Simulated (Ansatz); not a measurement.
Take ZnGeP2 in the chalcopyrite structure (space group I-42d, No. 122; a = 5.3740 Å, c = 10.6255 Å) as the base.

The change: the cell is scaled by 0.9775 in all directions, atoms relaxed at fixed cell.

Computed with Ansatz (an electronic-structure program) LDA, no spin-orbit coupling.

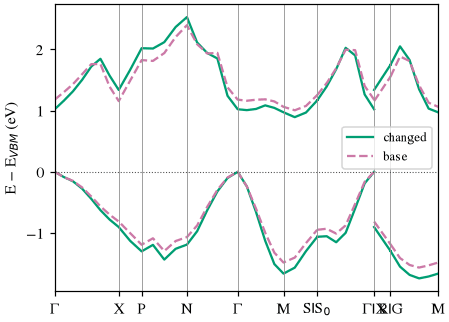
Highest valence and lowest conduction band along the path, each from its own valence-band maximum

The gap is 0.89 eV, indirect, Γ → M–S (33 % along); the base has 1.00 eV.

The cells carry an imposed strain or load. Whether these cells are dynamically stable was not tested.
